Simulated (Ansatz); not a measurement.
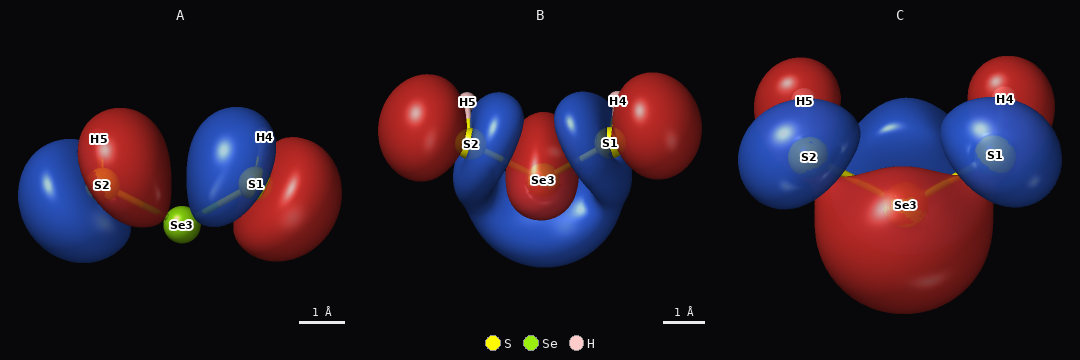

The picture shows: H$_{2}$S$_{2}$Se (SMILES S[Se]S). Three frontier orbitals at ±0.06 Å⁻³ᐟ² (blue and red are the two phases), in no order.

Geometry: PBE0-D4/def2-TZVP.

Computed with isolated molecule in a Gaussian basis; Kohn-Sham density functional theory, functional PBE0 (Ansatz).

```yaml
atoms:
  - { symbol: S, position_ang: [0.2483, -2.0585, 0.2268] }
  - { symbol: S, position_ang: [0.3476, 1.3799, 0.7638] }
  - { symbol: Se, position_ang: [-0.8260, -0.4164, 1.1968] }
  - { symbol: H, position_ang: [-0.3636, -1.9903, -0.9697] }
  - { symbol: H, position_ang: [-0.2566, 1.7142, -0.3912] }
```

### Which picture is the HOMO−1, the HOMO and the LUMO?

A is the HOMO−1 (−7.58 eV). Its weight (Hirshfeld) is mainly on S1 (about 45 %) and S2 (about 45 %); largely a combination of lone pairs on S1 and S2. C is the HOMO (−7.26 eV). By Hirshfeld shares it lies mainly on Se3 (about 70 %), S1 (about 10 %) and S2 (about 10 %); largely a lone pair of Se3. B is the LUMO (−1.70 eV). It lies mainly on Se3 (about 40 %), S1 (about 25 %) and S2 (about 25 %).

### What is the HOMO–LUMO gap?

5.56 eV between the orbital energies.
